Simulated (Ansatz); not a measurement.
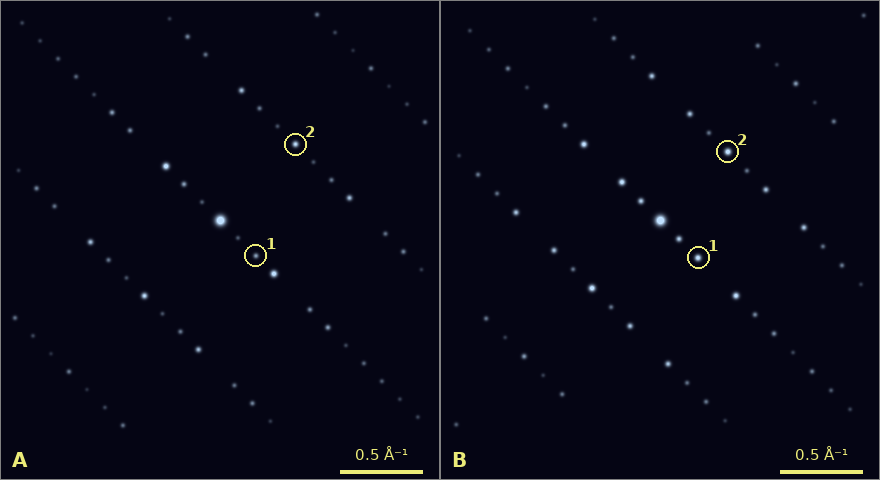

Kinematic electron diffraction patterns (200 kV, B = 0.5 Å², same scale) along [110] of the run's own cell, for the start and the end of one relaxation of Ag2P with DFT, PAW plane waves, pbe in Ansatz. k mesh 6×6×6. The start is a generated model structure, and the relaxation ends in the nearest stationary point of its symmetry, not necessarily the ground state. Spot 1 is 0 0 -4 and spot 2 is -1 1 0 in both.

Start structure:

```yaml
crystal:
  lattice:
    - [1.69330, 2.93289, 0.00000]
    - [-1.69330, 2.93289, 0.00000]
    - [0.00000, -1.95526, 12.14916]
  atoms:
    - { symbol: Ag, position: [0.29000, 0.29000, 0.87000] }
    - { symbol: Ag, position: [0.71000, 0.71000, 0.13000] }
    - { symbol: Ag, position: [0.12300, 0.12300, 0.36900] }
    - { symbol: Ag, position: [0.87700, 0.87700, 0.63100] }
    - { symbol: P, position: [0.41700, 0.41700, 0.25100] }
    - { symbol: P, position: [0.58300, 0.58300, 0.74900] }
```

Which pattern belongs to the start structure, and which to the relaxed one?

Answer. B is the start: its cell gives d(1) = 3.037 Å, d(2) = 1.693 Å and an angle of 90.0°. A is the relaxed structure, with d(1) = 3.209 Å (+5.7 %), d(2) = 1.523 Å (-10.1 %) and 90.0°.

Name reflections whose intensity changes strongly on relaxation.

Answer. 0 0 8, 1 -1 -8 fade out of sight; 0 0 6, 1 -1 -6 come into sight; 0 0 2 goes from 40 to 2.1 % of the strongest spot; 0 0 4 goes from 81 to 16 % of the strongest spot; 1 -1 -4 goes from 31 to 5.9 % of the strongest spot.

What did the relaxation do to the structure and the energy?

Answer. The volume changed by -14.5 % to 17.19 Å³ an atom; with the mean shift removed, the atoms moved by up to 0.51 Å relative to the cell (Ag most); the space group stayed R-3m (No. 166); the free energy fell by 320 meV an atom. Relaxed cell: a = 3.046 Å, b = 3.046 Å, c = 12.958 Å, α = 96.75°, β = 96.75°, γ = 60.00°.
